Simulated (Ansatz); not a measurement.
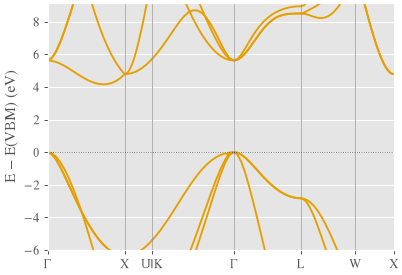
Figure: Band structure from PBE+D3(BJ) in the plane-wave PAW code Ansatz

Question: Read off the gap and where the band edges lie.

Answer: About 4.2 eV (4.15 eV by a search for the band edges); maximum at Γ, minimum on the Γ–X line, 73 % of the way from Γ.

The material is C (diamond, Fd-3m).

The PBE+D3(BJ) relaxation kept the symmetry of its start.

Potentials: the later of the program's two PAW sets.
